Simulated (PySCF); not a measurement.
**CH8AlAs (SMILES C[AsH2+][AlH3-]) at 6 levels**

Aim: a comparison of 6 runs (HF/STO-3G, HF/def2-TZVP, B3LYP/6-31G*, PBE0/def2-SVP, r2SCAN/def2-TZVP) of CH8AlAs. Input form: a Python script.

The calculation is run with PySCF 2.14.0.

## (1) The molecule

CH8AlAs has 11 atoms, charge 0, and is taken as a singlet. SMILES: `C[AsH2+][AlH3-]`. Geometry: a GFN2-xTB relaxation, a rough one for these elements and not checked as a minimum.

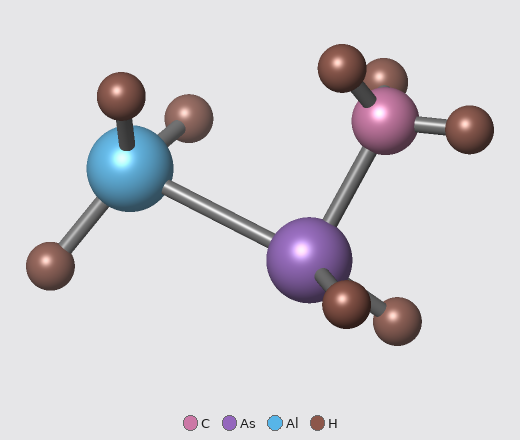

Viewed from a chosen angle; carbon pink, arsenic purple, aluminium blue, hydrogen brown.

## (2) Energy and forces at HF/STO-3G (run 1)

The input, calc.py:

```python
from pyscf import gto

system = gto.M(
    atom='''
C   -0.839410   1.121320  -0.403450
As  -0.396920  -0.761010  -0.690570
Al   1.455210  -0.729020   1.153840
H    0.051470   1.724120  -0.589090
H   -1.124090   1.258950   0.641340
H   -1.648870   1.465410  -1.047000
H   -0.377330  -0.717350  -2.188970
H   -1.804630  -1.278970  -0.703610
H    0.421900  -0.295250   2.260220
H    2.258970   0.403490   0.413150
H    2.003690  -2.191680   1.154140
''',
    basis='sto-3g',
    verbose=3,
    spin=0,
    max_memory=1860,
)

calc0 = system.RHF()
calc0.conv_tol = 1e-10
calc0.kernel()
if not calc0.converged:
    calc0 = calc0.newton().run(calc0.mo_coeff, calc0.mo_occ)

etot = calc0.e_tot
print('E(%s) = %.9f' % ('HF', etot))
grad = calc0.nuc_grad_method().kernel()
calc0.analyze()
```

On the command line:

```console
$ OMP_NUM_THREADS=1 python calc.py
```

The program printed:

```text
converged SCF energy = -2490.34013091011
E(HF) = -2490.340130910
--------------- RHF gradients ---------------
         x                y                z
0 C    -0.0025879800     0.0029444758    -0.0013306910
1 As     0.0384103809    -0.0136700839     0.0308381482
2 Al    -0.0063731605     0.0009735098    -0.0066003751
3 H     0.0076282555     0.0027918801    -0.0005511862
4 H    -0.0006166810    -0.0005428959     0.0081947036
5 H    -0.0047317288     0.0021663392    -0.0036882696
6 H    -0.0113911956     0.0022761602    -0.0216942444
7 H    -0.0224837053    -0.0022586283    -0.0102471579
8 H    -0.0284307917     0.0112994561     0.0269255178
9 H     0.0187962741     0.0293301821    -0.0207257157
10 H     0.0117803325    -0.0353103953    -0.0011207299
----------------------------------------------
**** MO energy ****
MO #1   energy= -427.655383642676  occ= 2
MO #2   energy= -57.7419541555105  occ= 2
MO #3   energy= -54.5274320454204  occ= 2
MO #4   energy= -49.4255790811589  occ= 2
MO #5   energy= -49.4255295795207  occ= 2
MO #6   energy= -49.4246252545087  occ= 2
MO #7   energy= -11.0442054625087  occ= 2
MO #8   energy= -7.38679254786784  occ= 2
MO #9   energy= -5.32507049068734  occ= 2
MO #10  energy= -5.32485240129936  occ= 2
MO #11  energy= -5.32052525807309  occ= 2
MO #12  energy= -4.6678794998942   occ= 2
MO #13  energy= -2.89702789692141  occ= 2
MO #14  energy= -2.89554421617984  occ= 2
MO #15  energy= -2.89550422940226  occ= 2
MO #16  energy= -1.20409620963766  occ= 2
MO #17  energy= -1.20377064691538  occ= 2
MO #18  energy= -1.19912072138026  occ= 2
MO #19  energy= -1.19864062221558  occ= 2
MO #20  energy= -1.19632630309409  occ= 2
MO #21  energy= -0.944554720005098 occ= 2
MO #22  energy= -0.756025264630123 occ= 2
MO #23  energy= -0.567311154598608 occ= 2
MO #24  energy= -0.559730145780467 occ= 2
MO #25  energy= -0.490158736943618 occ= 2
MO #26  energy= -0.465950193071695 occ= 2
MO #27  energy= -0.439943857238739 occ= 2
MO #28  energy= -0.33199538356808  occ= 2
MO #29  energy= -0.305977734837763 occ= 2
MO #30  energy= -0.305295654255539 occ= 2
MO #31  energy= 0.335467008630082  occ= 0
MO #32  energy= 0.366420530633154  occ= 0
MO #33  energy= 0.463563057927443  occ= 0
MO #34  energy= 0.515504529609907  occ= 0
MO #35  energy= 0.579516202864059  occ= 0
MO #36  energy= 0.687688239094714  occ= 0
MO #37  energy= 0.702910907489405  occ= 0
MO #38  energy= 0.716361380455924  occ= 0
MO #39  energy= 0.721774718638206  occ= 0
MO #40  energy= 0.736586144118805  occ= 0
 ** Mulliken atomic charges  **
charge of    0C =     -0.21238
charge of    1As =      0.41846
charge of    2Al =      0.59291
charge of    3H =      0.05017
charge of    4H =      0.05061
charge of    5H =      0.04067
charge of    6H =     -0.07060
charge of    7H =     -0.07093
charge of    8H =     -0.26960
charge of    9H =     -0.26893
charge of   10H =     -0.26038
Dipole moment(X, Y, Z, Debye): -2.71027,  0.35150, -2.56150
```

Wall time 5.4 s (1 thread of Intel Xeon at 2.50GHz (Skylake/Cascade Lake), shared host); peak memory 0.12 GiB.

## (3) Energy and gradient at HF/def2-TZVP (run 2)

The input, run.py:

```python
from pyscf import gto

mol = gto.M(
    atom='''
C       -0.839410       1.121320      -0.403450
As      -0.396920      -0.761010      -0.690570
Al       1.455210      -0.729020       1.153840
H        0.051470       1.724120      -0.589090
H       -1.124090       1.258950       0.641340
H       -1.648870       1.465410      -1.047000
H       -0.377330      -0.717350      -2.188970
H       -1.804630      -1.278970      -0.703610
H        0.421900      -0.295250       2.260220
H        2.258970       0.403490       0.413150
H        2.003690      -2.191680       1.154140
''',
    max_memory=1860,
    verbose=3,
    basis='def2-tzvp',
)

mf = mol.RHF()
mf.conv_tol = 1e-10
mf.kernel()
if not mf.converged:
    mf = mf.newton().run(mf.mo_coeff, mf.mo_occ)

e_tot = mf.e_tot
print(f'total energy: {e_tot:.8f} hartree')
grad = mf.nuc_grad_method().kernel()
mf.analyze()
```

On the command line:

```console
$ OMP_NUM_THREADS=1 python run.py
```

The program printed:

```text
converged SCF energy = -2518.6322068851
[... 19 lines left out ...]
MO #10  energy= -5.91129590136924  occ= 2
[... 13 lines left out ...]
MO #24  energy= -0.597509788384143 occ= 2
[... 13 lines left out ...]
MO #38  energy= 0.20070764923184   occ= 0
[... 13 lines left out ...]
MO #52  energy= 0.434391089791382  occ= 0
[... 13 lines left out ...]
MO #66  energy= 0.713771416580693  occ= 0
[... 13 lines left out ...]
MO #80  energy= 1.07065706589573   occ= 0
[... 13 lines left out ...]
MO #94  energy= 1.49382405164032   occ= 0
[... 13 lines left out ...]
MO #108 energy= 2.09045266970099   occ= 0
[... 13 lines left out ...]
MO #122 energy= 2.51909432845492   occ= 0
[... 13 lines left out ...]
MO #136 energy= 3.08103357053351   occ= 0
[... 13 lines left out ...]
MO #150 energy= 3.72659587018182   occ= 0
[... 13 lines left out ...]
MO #164 energy= 23.2465915596997   occ= 0
[... 12 lines left out ...]
Dipole moment(X, Y, Z, Debye): -2.76307,  0.79399, -2.44727
```

Run time: 2.2 min. Hardware: 1 thread of Intel Xeon at 2.50GHz (Skylake/Cascade Lake), shared host; peak memory 0.81 GiB.

Runs 3 to 5 aren't shown in full; the table further down has their settings and results.

## (4) Energy and gradient at r2SCAN/def2-TZVP (run 6)

The input, calc.py:

```python
import pyscf.grad
from pyscf import gto, dft

mol = gto.M(
    atom='''
C     -1.586255     2.118988    -0.762410
As    -0.750070    -1.438100    -1.304988
Al     2.749948    -1.377648     2.180442
H      0.097264     3.258115    -1.113219
H     -2.124222     2.379071     1.211957
H     -3.115913     2.769224    -1.978543
H     -0.713050    -1.355595    -4.136554
H     -3.410256    -2.416903    -1.329630
H      0.797275    -0.557942     4.271197
H      4.268835     0.762486     0.780740
H      3.786425    -4.141675     2.181009
''',
    max_memory=1860,
    unit='bohr',
    verbose=4,
    basis='def2-tzvp',
)

mf = dft.RKS(mol, xc='r2scan')
mf.grids.level = 5
mf.conv_tol = 1e-10
mf.kernel()
if not mf.converged:
    mf = mf.newton().run(mf.mo_coeff, mf.mo_occ)

energy = mf.e_tot
print('E(%s) = %.9f' % ('R2SCAN', energy))
grad = mf.Gradients().kernel()
mf.analyze()
```

On the command line:

```console
$ OMP_NUM_THREADS=1 python calc.py
```

The program printed:

```text
PySCF version 2.14.0

[... 103 lines left out ...]
Two-electron Coulomb Energy =         1348.707994274324847
[... 16 lines left out ...]
MO #14  energy= -2.5579384647782   occ= 2
[... 14 lines left out ...]
MO #29  energy= -0.258959152250473 occ= 2
[... 14 lines left out ...]
MO #44  energy= 0.182426924389449  occ= 0
[... 14 lines left out ...]
MO #59  energy= 0.428168524536245  occ= 0
[... 14 lines left out ...]
MO #74  energy= 0.772438989402751  occ= 0
[... 14 lines left out ...]
MO #89  energy= 1.10400945564069   occ= 0
[... 14 lines left out ...]
MO #104 energy= 1.72482554579643   occ= 0
[... 14 lines left out ...]
MO #119 energy= 2.16498333549083   occ= 0
[... 14 lines left out ...]
MO #134 energy= 2.65750591839065   occ= 0
[... 14 lines left out ...]
MO #149 energy= 3.42752665015713   occ= 0
[... 14 lines left out ...]
MO #164 energy= 22.1666254664031   occ= 0
[... 139 lines left out ...]
pop of  6 H 2px           0.00015
pop of  6 H 2py           0.00024
pop of  6 H 2pz           0.00324
pop of  7 H 1s            0.97670
pop of  7 H 2s            0.00617
pop of  7 H 3s            0.00080
pop of  7 H 2px           0.00300
pop of  7 H 2py           0.00048
pop of  7 H 2pz           0.00014
pop of  8 H 1s            1.15757
pop of  8 H 2s            0.00069
pop of  8 H 3s            0.00101
pop of  8 H 2px           0.00107
pop of  8 H 2py           0.00022
pop of  8 H 2pz           0.00147
pop of  9 H 1s            1.15723
pop of  9 H 2s            0.00069
pop of  9 H 3s            0.00100
pop of  9 H 2px           0.00083
pop of  9 H 2py           0.00139
pop of  9 H 2pz           0.00055
pop of  10 H 1s           1.15467
pop of  10 H 2s           0.00063
pop of  10 H 3s           0.00076
pop of  10 H 2px          0.00037
pop of  10 H 2py          0.00249
pop of  10 H 2pz          0.00003
 ** Mulliken atomic charges  **
charge of    0C =     -0.49695
charge of    1As =      0.33479
charge of    2Al =      0.19104
charge of    3H =      0.14665
charge of    4H =      0.14720
charge of    5H =      0.13382
charge of    6H =      0.01341
charge of    7H =      0.01272
charge of    8H =     -0.16204
charge of    9H =     -0.16169
charge of   10H =     -0.15895
Dipole moment(X, Y, Z, Debye): -2.70545,  0.91120, -2.33911
```

Run time: 4.5 min. Hardware: 1 thread of Intel Xeon at 2.50GHz (Skylake/Cascade Lake), shared host; peak memory 2.1 GiB.

## (5) Overview of the runs

| run | level | integration grid | Cartesian functions | energy (Eh) | dipole moment (D) | HOMO energy (eV) | LUMO energy (eV) | wall time |
| --- | --- | --- | --- | --- | --- | --- | --- | --- |
| 1 | HF/STO-3G | – | no | -2490.340131 | 3.75 | -8.31 | 9.13 | 5.4 s |
| 2 | HF/def2-TZVP | – | no | -2518.632207 | 3.78 | -10.95 | 2.31 | 2.2 min |
| 3 | B3LYP/6-31G* (spherical functions) | 5 | no | -2520.944959 | 3.78 | -7.57 | -0.61 | 71 s |
| 4 | B3LYP/6-31G* (Cartesian functions) | 5 | yes | -2520.953108 | 3.77 | -7.58 | -0.62 | 78 s |
| 5 | PBE0/def2-SVP | 5 | no | -2520.358743 | 3.81 | -7.81 | -0.57 | 92 s |
| 6 | r2SCAN/def2-TZVP | 5 | no | -2521.144075 | 3.69 | -6.89 | -1.22 | 4.5 min |

## (6) Summary of results

```
                       quantity           value
            run 6: total energy  -2521.14407 Eh
           run 6: dipole moment          3.69 D
             run 6: HOMO energy        -6.89 eV
             run 6: LUMO energy        -1.22 eV
           run 6: HOMO–LUMO gap         5.67 eV
run 6: largest force on an atom      0.634 eV/Å
```

The dipole moment (its size) runs from 3.69 D (r2SCAN/def2-TZVP) to 3.81 D (PBE0/def2-SVP). The two ends differ in method and basis. The HOMO–LUMO gap runs from 5.67 eV (r2SCAN/def2-TZVP) to 17.44 eV (HF/STO-3G). Totals of different functionals can't be ranked against each other. In run 1 the basis is minimal, so the values are rough. All runs together took 11 min, the longest 4.5 min.
